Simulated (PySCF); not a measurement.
# C6H7Cl2NSi (SMILES ClC(Cl)[SiH2]c1ccccn1): what the fields show

Input file:

```
{"job": {"kind": "nmr", "xc": "PBE0", "basis": "pcSseg-1"}, "charge": 0, "multiplicity": 1}
Cl     2.023734     2.284810    -0.913896
C      2.589266     0.958728     0.125249
Cl     4.355928     0.844020     0.038329
Si     1.773924    -0.677876    -0.470873
C     -0.065903    -0.419981    -0.124793
C     -1.099600    -0.717811    -1.005462
C     -2.407665    -0.484019    -0.613395
C     -2.641510     0.040797     0.647170
C     -1.545988     0.309591     1.456328
N     -0.300700     0.084750     1.085878
H      2.338026     1.235649     1.147142
H      2.057613    -0.823091    -1.897059
H      2.334869    -1.761558     0.333792
H     -0.874288    -1.122434    -1.980127
H     -3.229514    -0.705598    -1.279379
H     -3.644085     0.239227     0.993462
H     -1.671104     0.726827     2.447725
```

Run with:

```sh
OMP_NUM_THREADS=1 python probes_run.py task.json out
```

Geometry: GFN2-xTB.

These are results of PySCF, PBE0/pcSseg-1, SCF density, gas phase, non-relativistic, not measurements.

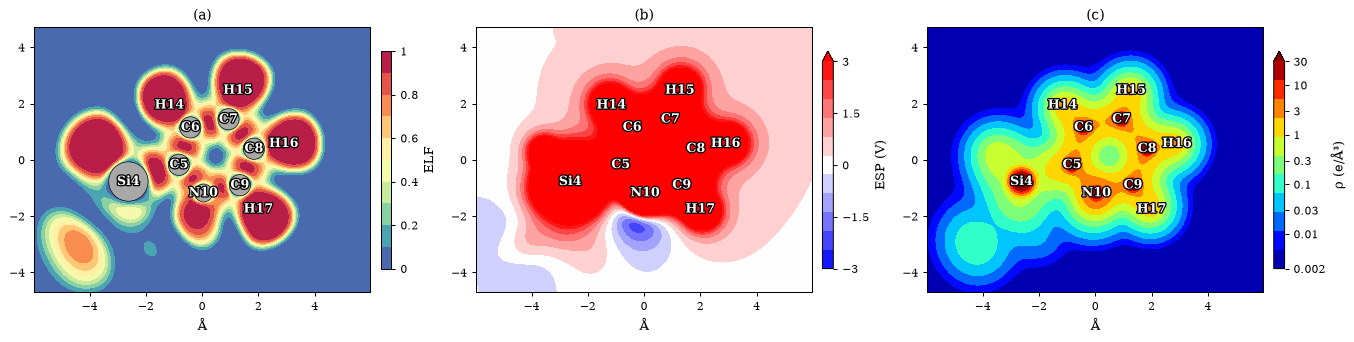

Figure 1. (a) electron localisation function; (b) molecular electrostatic potential; (c) electron density on the plane of atoms C8, C9 and N10. Grey discs cover the atomic cores in the ELF map.

Q: Interpret the plot.

A:
- The plane passes through Si, C, N and H nuclei.
- C–N (1.32 Å): the density is about 2.5 e/Å³ at the midpoint; the ELF peaks at about 0.90 between the atoms, as expected for localised, covalent bonding.
- C–C (1.39 Å): ρ at the midpoint is about 2.1 e/Å³; the ELF peaks at about 0.95 between the atoms (localised, covalent bonding).
- C–Si (1.89 Å): ρ at the midpoint is about 0.96 e/Å³; the ELF peaks at about 1 between the atoms; localised, covalent bonding.
- C–H (1.08 Å): the density is about 2.1 e/Å³ at the midpoint; the ELF climbs to about 1 towards the hydrogen, as it does in any bond to H: a covalent bond by its length.
- The ELF also peaks beside Cl3 and N10, away from the bonds: lone-pair regions.
- Outside the dense part of the molecule the potential is most negative (−2.1 V) near N10.

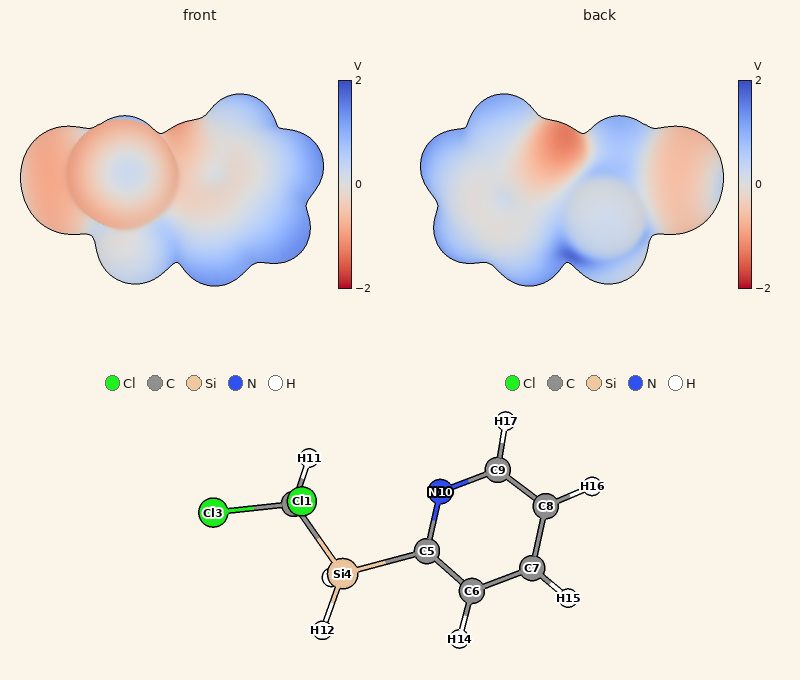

Figure 2. The electrostatic potential painted on the density surface at 0.002 e/bohr³, seen from the front and from behind; the colour scale runs from red (negative) to blue (positive). The bare structure is drawn below in the same view.

Q: Which sites attract a positive test charge, and which a negative one?

A: A positive charge is drawn to the negative regions and a negative charge to the positive ones. The most negative region (about −1.2 V) lies over N10, the most positive (about +1.6 V) over Si4. Cl1 shows a σ-hole: about +0.3 V at the tip opposite its bond, against about −0.6 V on its flanks. Cl3 shows a σ-hole: about +0.3 V at the tip opposite its bond, against about −0.6 V on its flanks. N10 is the likeliest acceptor of a hydrogen bond.
